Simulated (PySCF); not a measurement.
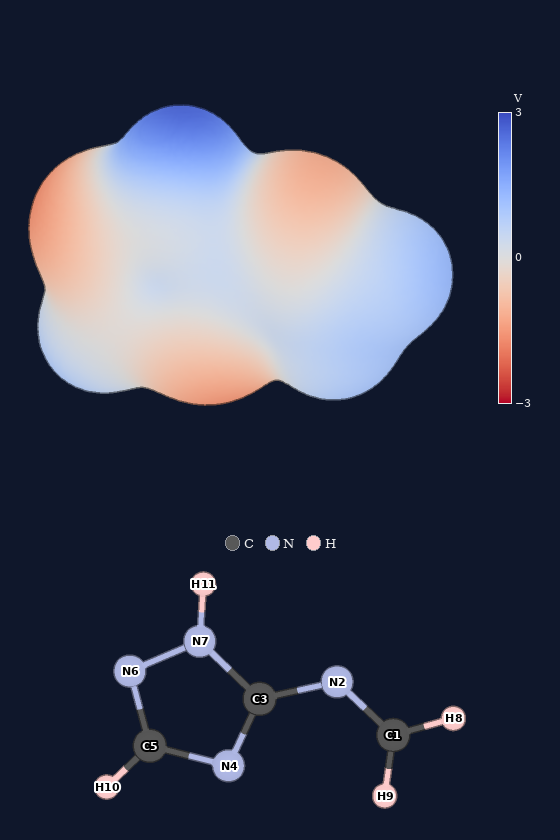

Figure. C3H4N4 (SMILES C=Nc1ncn[nH]1). The molecular electrostatic potential painted on the density surface at 0.002 e/bohr³, seen at a tilt; the colour scale runs from red (negative) to blue (positive). The bare structure is drawn below in the same view.

Geometry: GFN2-xTB.

Level of theory: PBE0/pcSseg-1, SCF density, gas phase, non-relativistic (PySCF 2.14.0).

Input

```
{"job": {"kind": "nmr", "xc": "PBE0", "basis": "pcSseg-1"}, "charge": 0, "multiplicity": 1}
C     -2.135021    -0.091879    -0.597192
N     -1.389800    -0.399602     0.376329
C     -0.056143    -0.101519     0.348148
N      0.680407     0.500761    -0.572161
C      1.909803     0.505159    -0.038749
N      1.986189    -0.053687     1.150647
N      0.735270    -0.439068     1.395456
H     -3.180734    -0.350152    -0.523184
H     -1.786018     0.413323    -1.496483
H      2.759450     0.926328    -0.535291
H      0.482020    -0.906995     2.251447
```

Launched as:

```sh
OMP_NUM_THREADS=1 python probes_run.py task.json out
```

Q: Which sites attract a positive test charge, and which a negative one?

A: A positive charge is drawn to the negative regions and a negative charge to the positive ones. The most negative region (about −1.6 V) lies over N4 and N6, the most positive (about +2.5 V) over H11.
